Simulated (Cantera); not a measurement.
A closed system holds: 1 mol SiF4, 3 mol N2, 9.4 mol H2, equilibrated at 10.0 mbar.

Equilibrium computed with Cantera from the NASA thermochemical tables; the gas is ideal and each condensed phase is pure. Candidate condensed phases: Si, Si3N4; 37 gas species. N2 is the only nitrogen source here; it is nearly inert below about 1500 K, so the nitride shown seldom forms there in practice. The tables' values for SiF3, SiF2 are old estimates; treat these amounts as uncertain. Rates play no part.

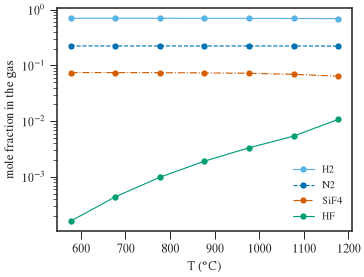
Figure: Equilibrium gas composition (values under 1e-9 drawn at 1e-9)

From 577 °C to 977 °C the condensed part is Si3N4(s). From 1077 °C to 1177 °C nothing is condensed. The main Si-bearing gas is SiF4 throughout.
